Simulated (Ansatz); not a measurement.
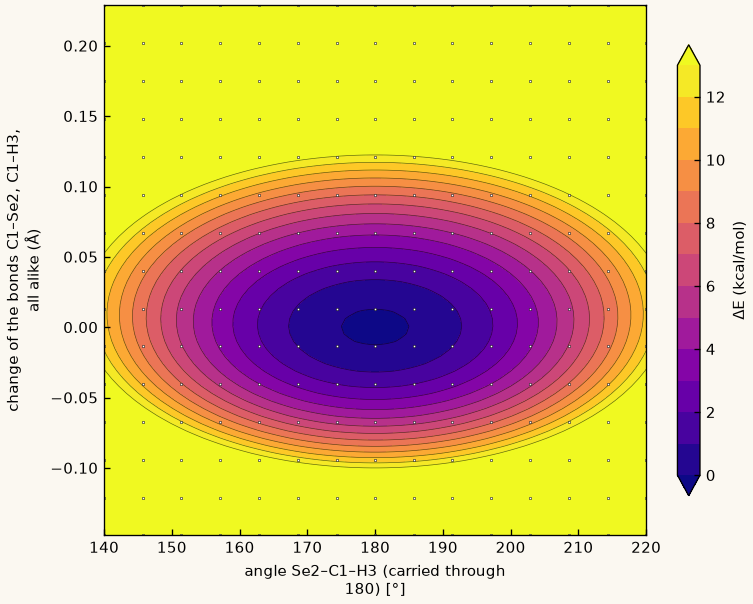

CHSe, SMILES [CH+]=[Se], charge +1. First axis: angle Se2–C1–H3 (carried through 180). Second axis: change of the bonds C1–Se2, C1–H3, all alike. Nothing is relaxed (all other coordinates rigid). The scan uses a 15 × 15 grid; 120 points were computed and 105 follow by symmetry. Points are written as (first, second). Energies: kcal/mol, counted from the lowest grid point. Level of theory: Ansatz 0.2.0, RKS PBE0-D4/def2-TZVP.

In the figure: filled contours, dots at the grid points, one colour for all values above the top of the scale. Between grid points the surface is interpolated.

Where is the minimum, and how stiff is the well along each coordinate?

Answer. The interpolated minimum is at the first coordinate ≈ 180.0°, the second coordinate ≈ 0.000 Å. The curvatures there are about 2.1 eV/rad² and 95 eV/Å², with a cross term of about 0 eV/(rad·Å). Round the minimum the two coordinates are nearly uncoupled. (1 eV is 23.1 kcal/mol.)
